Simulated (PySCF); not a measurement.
Consider CH₉FS₂Si₃.

```yaml
atoms:
  - { symbol: C, position_ang: [3.8239, 0.2152, 0.1041] }
  - { symbol: S, position_ang: [2.1964, 0.8451, 0.6174] }
  - { symbol: Si, position_ang: [1.1387, 0.4613, -1.1956] }
  - { symbol: S, position_ang: [-0.8879, 1.1070, -1.0698] }
  - { symbol: Si, position_ang: [-1.8699, -0.3260, 0.2260] }
  - { symbol: F, position_ang: [-0.9280, -0.5368, 1.5211] }
  - { symbol: Si, position_ang: [-3.9159, 0.5145, 0.8669] }
  - { symbol: H, position_ang: [4.4920, 0.3502, 0.9478] }
  - { symbol: H, position_ang: [4.1835, 0.7810, -0.7494] }
  - { symbol: H, position_ang: [3.7488, -0.8388, -0.1441] }
  - { symbol: H, position_ang: [1.1855, -0.9681, -1.4777] }
  - { symbol: H, position_ang: [1.6883, 1.2623, -2.2750] }
  - { symbol: H, position_ang: [-1.6951, -1.6188, -0.4254] }
  - { symbol: H, position_ang: [-4.7388, 0.8283, -0.3011] }
  - { symbol: H, position_ang: [-4.6154, -0.5143, 1.6430] }
  - { symbol: H, position_ang: [-3.8137, 1.7143, 1.7004] }
```

Geometry: GFN2-xTB.

Theory: PBE0/pcSseg-1, SCF density, gas phase, non-relativistic (PySCF 2.14.0).

### What can the converged electron density and electron localisation function tell about the bonding?

C–S (1.82 Å): the density is about 1.2 e/Å³ at the midpoint; the ELF peaks at about 0.90 between the atoms; a covalent bond.
Si–S (2.13 Å): ρ is about 0.83 e/Å³ halfway; the ELF peaks at about 0.90 between the atoms (a shared electron pair).
C–H (1.08 Å): the density is about 2 e/Å³ at the midpoint; the ELF climbs to about 1 towards the hydrogen, as it does in any bond to H (an ordinary covalent bond to hydrogen).

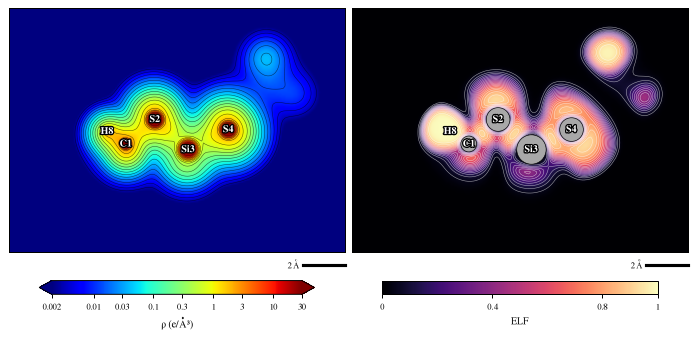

Computed electron density and electron localisation function on the plane of atoms C1, S2 and Si3, in this order. Grey discs cover the atomic cores in the ELF map. 
